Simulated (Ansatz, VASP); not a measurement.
# Cross-check of Zn2P between VASP and Ansatz

One calculation is typed for both programs; each brings its own data sets. How far apart do they land? The cell is invented: other elements were put on sites of a known structure type. It may not be a known or stable phase. The cell is taken from a series of VASP runs on this material, whose earlier steps may have relaxed, scaled or displaced it; both programs get it as it stands. Valence electrons are named where the data sets of a main pair hold unlike numbers.

Main program and level: Ansatz 0.2.0; plane waves, with VASP 6.6.1 beside it; band structure at HSE06.

## 1. The starting structure

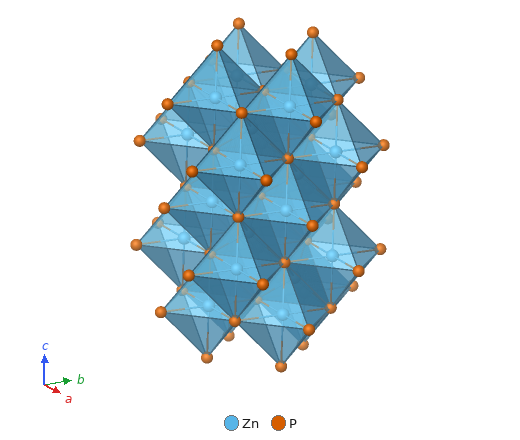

The starting structure, seen slightly off an axis (zinc blue, phosphorus orange). 1×1×2 cells are drawn. This picture shows the conventional cell, with its axes. Some periodic images of atoms are drawn too.

## 2. VASP: band structure, HSE06

A single point gives forces, pressure and levels at one fixed geometry, so differences don't come from the geometry; what else differs is listed under the comparison.

Lines of VASP's logs that name or quote its potential files are left out, and so is its time.

The run reads the wave functions of an earlier VASP run, which isn't shown here.

INCAR reads:

```
SYSTEM = Zn2P
PREC = Accurate
ENCUT = 400
EDIFF = 1E-06
NELM = 100
ISMEAR = -1
SIGMA = 0.05
LREAL = .FALSE.
ALGO = Normal
LHFCALC = .TRUE.
AEXX = 0.25
GGA = PE
HFSCREEN = 0.2
LASPH = .TRUE.
NBANDS = 20
PRECFOCK = Fast
LORBIT = 11
LWAVE = .FALSE.
LCHARG = .FALSE.
```

POSCAR reads:

```
Zn2P
1.0
    0.0000000000      2.9090437101      2.9090437101
    2.9090437101      0.0000000000      2.9090437101
    2.9090437101      2.9090437101      0.0000000000
Zn P
2 1
Direct
    0.7500000000      0.7500000000      0.7500000000
    0.5000000000      0.5000000000      0.5000000000
    0.0000000000      0.0000000000      0.0000000000
```

KPOINTS reads:

```
Automatic mesh
0
Gamma
4 4 4
0 0 0
```

KPOINTS_OPT reads:

```
Line mode
6
Line-mode
Reciprocal
  0.00000000   0.00000000   0.00000000 GAMMA
  0.50000000   0.00000000   0.50000000 X

  0.50000000   0.00000000   0.50000000 X
  0.50000000   0.25000000   0.75000000 W

  0.50000000   0.25000000   0.75000000 W
  0.37500000   0.37500000   0.75000000 K

  0.37500000   0.37500000   0.75000000 K
  0.00000000   0.00000000   0.00000000 GAMMA

  0.00000000   0.00000000   0.00000000 GAMMA
  0.50000000   0.50000000   0.50000000 L

  0.50000000   0.50000000   0.50000000 L
  0.62500000   0.25000000   0.62500000 U

  0.62500000   0.25000000   0.62500000 U
  0.50000000   0.25000000   0.75000000 W

  0.50000000   0.25000000   0.75000000 W
  0.50000000   0.50000000   0.50000000 L

  0.50000000   0.50000000   0.50000000 L
  0.37500000   0.37500000   0.75000000 K

  0.62500000   0.25000000   0.62500000 U
  0.50000000   0.00000000   0.50000000 X
```

Potentials, in the order of the species: Zn and P (PBE family, release 64).

Launch:

```console
$ mpirun -np 1 vasp_std
```

Numbers of over 12 decimals in the logs are rounded to 6 here.

Output:

```text
[banner, memory and clock lines left out]
running    1 mpi-ranks, on    1 nodes
 distrk:  each k-point on    1 cores,    1 groups
 distr:  one band on    1 cores,    1 groups

 POSCAR found type information on POSCAR ZnP
 POSCAR found :  2 types and       3 ions
 LDA part: xc-table for (Slater+PW92), standard interpolation
 found WAVECAR, reading the header
 POSCAR, INCAR and KPOINTS ok, starting setup
 FFT: planning ... GRIDC
 FFT: planning ... GRID_SOFT
 FFT: planning ... GRID
 reading WAVECAR
 the WAVECAR file was read successfully
 initial charge from wavefunction
 entering main loop
       N       E                     dE             d eps       ncg     rms          rms(c)
DAV:   1    -0.846876433530E+01   -0.84688E+01   -0.12030E+00   412   0.299E+01    0.226E+00
DAV:   2    -0.841190233900E+01    0.56862E-01   -0.44351E-01   384   0.126E+01    0.100E+00
DAV:   3    -0.841599312002E+01   -0.40908E-02   -0.46550E-02   400   0.332E+00    0.688E-01
DAV:   4    -0.841590972122E+01    0.83399E-04   -0.42213E-03   368   0.767E-01    0.350E-01
DAV:   5    -0.841579998377E+01    0.10974E-03   -0.34420E-04   428   0.209E-01    0.197E-01
DAV:   6    -0.841577034777E+01    0.29636E-04   -0.63153E-05   348   0.726E-02    0.114E-01
DAV:   7    -0.841575345890E+01    0.16889E-04   -0.58458E-06   380   0.272E-02    0.643E-02
DAV:   8    -0.841574615313E+01    0.73058E-05   -0.31746E-06   340   0.101E-02    0.354E-02
DAV:   9    -0.841574297277E+01    0.31804E-05   -0.76856E-07   180   0.508E-03    0.201E-02
DAV:  10    -0.841574183019E+01    0.11426E-05   -0.32170E-07   176   0.397E-03    0.110E-02
DAV:  11    -0.841574123823E+01    0.59196E-06   -0.85728E-08   168   0.296E-03
   1 F= -.84157412E+01 E0= -.84102317E+01  d E =-.110191E-01
 Start KPOINTS_OPT (optional k-point list driver)
k-point batch [1-8\60]
       N       E                     dE             ncg
DAV:   1     0.461435652252E+03   -0.37662E+04      320
DAV:   2    -0.910661853359E+03   -0.13721E+04      320
DAV:   3    -0.997797150521E+03   -0.87135E+02      360
DAV:   4    -0.999866633928E+03   -0.20695E+01      356
DAV:   5    -0.999890573457E+03   -0.23940E-01      372
DAV:   6    -0.999891000668E+03   -0.42721E-03      360
DAV:   7    -0.999891009635E+03   -0.89666E-05      376
DAV:   8    -0.999891009876E+03   -0.24075E-06      260
[...]
k-point batch [57-60\60]
       N       E                     dE             ncg
DAV:   1     0.392561416597E+04   -0.32738E+04      160
DAV:   2     0.325512582099E+04   -0.67049E+03      160
DAV:   3     0.321791902398E+04   -0.37207E+02      184
DAV:   4     0.321728562237E+04   -0.63340E+00      180
DAV:   5     0.321727869540E+04   -0.69270E-02      192
DAV:   6     0.321727858668E+04   -0.10873E-03      188
DAV:   7     0.321727858439E+04   -0.22841E-05      184
DAV:   8     0.321727858434E+04   -0.54386E-07      112
```

From OUTCAR (step 2):

```text
ion  position               nearest neighbor table
   1  0.750  0.750  0.750-   2 2.52   2 2.52   3 2.52   3 2.52   3 2.52   3 2.52   2 2.52   2 2.52

  LATTYP: Found a face centered cubic cell.
 ALAT       =     5.8180874202

 Subroutine GETGRP returns: Found 24 space group operations
 (whereof 24 operations were pure point group operations)

The static configuration has the point symmetry T_d .

 Found      8 irreducible k-points:

   k-points           NKPTS =      8   k-points in BZ     NKDIM =     64   number of bands    NBANDS=     20

   dimension x,y,z NGX =    28 NGY =   28 NGZ =   28
   dimension x,y,z NGXF=    56 NGYF=   56 NGZF=   56

   ENCUT  =  400.0 eV  29.40 Ry    5.42 a.u.   6.71  6.71  6.71*2*pi/ulx,y,z

   NELECT =      29.0000    total number of electrons

 k-points in reciprocal lattice and weights: Automatic mesh
   0.00000000  0.00000000  0.00000000       0.016
   0.25000000  0.00000000  0.00000000       0.125
   0.50000000  0.00000000  0.00000000       0.062
   0.25000000  0.25000000  0.00000000       0.094
   0.50000000  0.25000000  0.00000000       0.375
  -0.25000000  0.25000000  0.00000000       0.188
   0.50000000  0.50000000  0.00000000       0.047
  -0.25000000  0.50000000  0.25000000       0.094

  exchange ACFDT corr.  =         0.00000000  see jH, gK, PRB 81, 115126

 average (electrostatic) potential at core
       1 -28.2498       2 -27.9317       3 -81.2504

 E-fermi :   3.8952

 k-point     1 :       0.0000    0.0000    0.0000
  band No.  band energies     occupation
    ...
     11      -5.0344      2.00000
     12       2.6374      2.00000
     13       3.0074      2.00000
     14       3.0074      2.00000
     15       3.0074      2.00000
     16       7.8447      0.00000
     17       7.8447      0.00000
     18       7.8447      0.00000
     19      11.5572      0.00000
     20      11.6725      0.00000

 k-point     2 :       0.2500    0.0000    0.0000
  band No.  band energies     occupation
    ...
     10      -5.0228      2.00000
     11      -5.0228      2.00000
     12      -1.1748      2.00000
     13       2.6410      2.00000
     14       2.6410      2.00000
     15       4.5665      0.00000
     16       7.5063      0.00000
     17       7.5063      0.00000
     18       7.8567      0.00000
     19      11.0956      0.00000
    ...

 k-point     3 :       0.5000    0.0000    0.0000
  band No.  band energies     occupation
    ...
     10      -5.0315      2.00000
     11      -5.0315      2.00000
     12      -3.8064      2.00000
     13       2.3973      2.00000
     14       2.3973      2.00000
     15       4.3847      0.00011
     16       6.5898      0.00000
     17       6.5898      0.00000
     18       8.0540      0.00000
     19      13.3887      0.00000
    ...

  energy-cutoff  :      400.00
  volume of cell :       49.24
      direct lattice vectors                 reciprocal lattice vectors
     0.000000000  2.909043710  2.909043710    -0.171877789  0.171877789  0.171877789
     2.909043710  0.000000000  2.909043710     0.171877789 -0.171877789  0.171877789
     2.909043710  2.909043710  0.000000000     0.171877789  0.171877789 -0.171877789

 POSITION                                       TOTAL-FORCE (eV/Angst)
 -----------------------------------------------------------------------------------
      4.36357      4.36357      4.36357        -0.000000     -0.000000     -0.000000
      2.90904      2.90904      2.90904         0.000000      0.000000      0.000000
      0.00000      0.00000      0.00000         0.000000      0.000000      0.000000
 -----------------------------------------------------------------------------------
    total drift:                               -0.000010     -0.000019     -0.000003

  FREE ENERGIE OF THE ION-ELECTRON SYSTEM (eV)
  ---------------------------------------------------
  free  energy   TOTEN  =        -8.4157412382 eV

  energy  without entropy=       -8.4047221315  energy(sigma->0) =       -8.41023168

 total charge
# of ion       s       p       d       tot
------------------------------------------
    1        0.533   0.557   9.798  10.888
    2        0.639   0.343   9.787  10.769
    3        1.060   1.371   0.000   2.431
--------------------------------------------------
tot          2.231   2.271  19.585  24.088

[... 3 further parts left out ...]
```

This run has no spin polarisation. Its electron count is odd, so without a moment it is a metal by construction. The k-mesh is coarse for a metal.

(Part 1 of 2 ends here.)

[Lines on the potential files, build, host, timing and source positions are cut from VASP's logs without a mark.]

[Logs are printed without paths, hosts, clocks, repeated set-up lines and the standing remarks that a program may print on its own settings, such as how far it seeks lower states.]

[Hosts, paths, dates, database ids (printed as entryN), source tags and the programs' standing remarks are cut or masked in the printed files.]
